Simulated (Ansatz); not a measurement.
System: GaH$_{3}$···CH$_{4}$.

```xyz
9

Ga   -0.0573   -0.4387   -0.5426
C    -0.0410   -0.2762    2.6315
H    -0.9980   -0.2484    3.1514
H     0.7508   -0.5673    3.3216
H     0.1820    0.7186    2.2397
H     1.3415    0.1820   -0.8808
H    -1.3792    0.3439   -0.8543
H    -0.1362   -1.8498    0.1381
H    -0.0930   -1.0231    1.8198
```

Not at a stationary point (largest force 0.6 eV/Å).

All numbers below come from RKS PBE0/def2-TZVP (Ansatz).

Predict the electron density and electron localisation function between the atoms.

Ga–H (1.57 Å): the density is about 0.98 e/Å³ at the midpoint; the ELF climbs to about 1 towards the hydrogen.

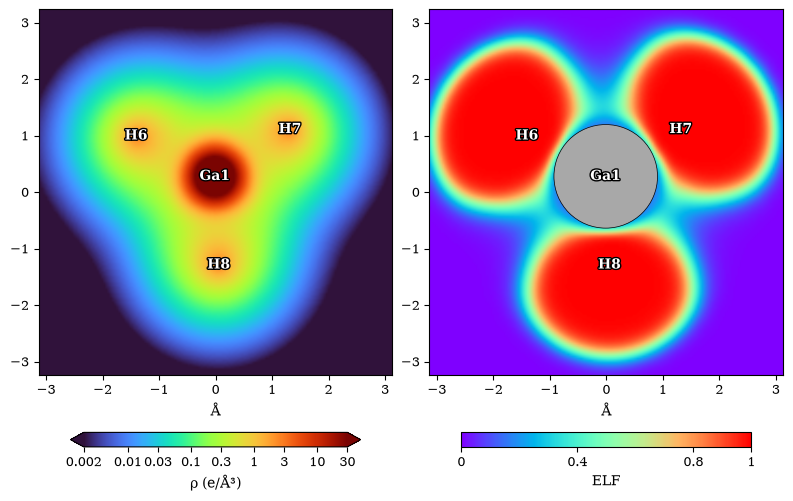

Computed electron density and electron localisation function on the plane of atoms H6, Ga1 and H8, in this order. Grey discs cover the atomic cores in the ELF map. 
